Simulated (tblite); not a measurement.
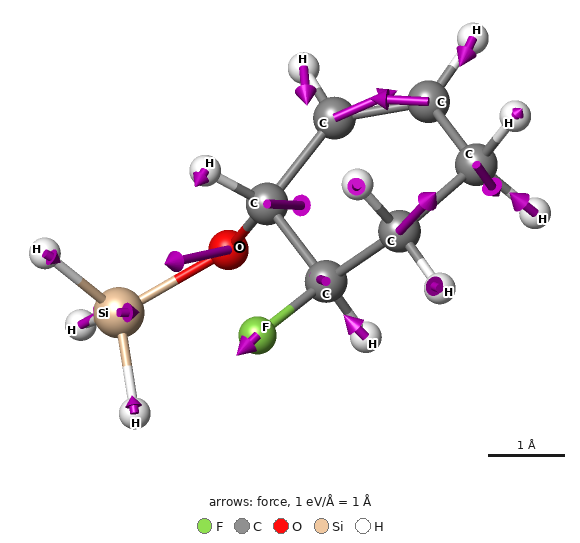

Starting geometry of C6H11FOSi with the computed forces as purple arrows. A ball-and-stick model, seen from a free direction.

Computed with GFN2-xTB geometry optimisation, gas phase (tblite 0.8.0). 

What follows when this structure is relaxed?

Answer. It isn't relaxed: the largest force vector, on the O atom, is 1.37 eV/Å. The final displacements have little in common with the starting forces (cosine between the two patterns 0.29). The atom that moves furthest after the best rigid fit is an H atom (0.32 Å). Largest moves by element: H 0.32 Å, O 0.22 Å, F 0.11 Å, C 0.06 Å, Si 0.06 Å. Some distances before and after: C–O 1.440 → 1.396 Å, O–Si 1.667 → 1.624 Å, H–Si 1.483 → 1.455 Å, C–C 1.549 → 1.529 Å. Bond angles that change, for instance: O–Si–H 108.6° → 97.8°, C–O–Si 119.4° → 129.5°, H–Si–H 109.4° → 113.4°. The energy falls by 5.25 kcal/mol in 48 geometry steps. Cost: 0.67 s on 1 thread of Arm Neoverse N1, with other jobs on the host.
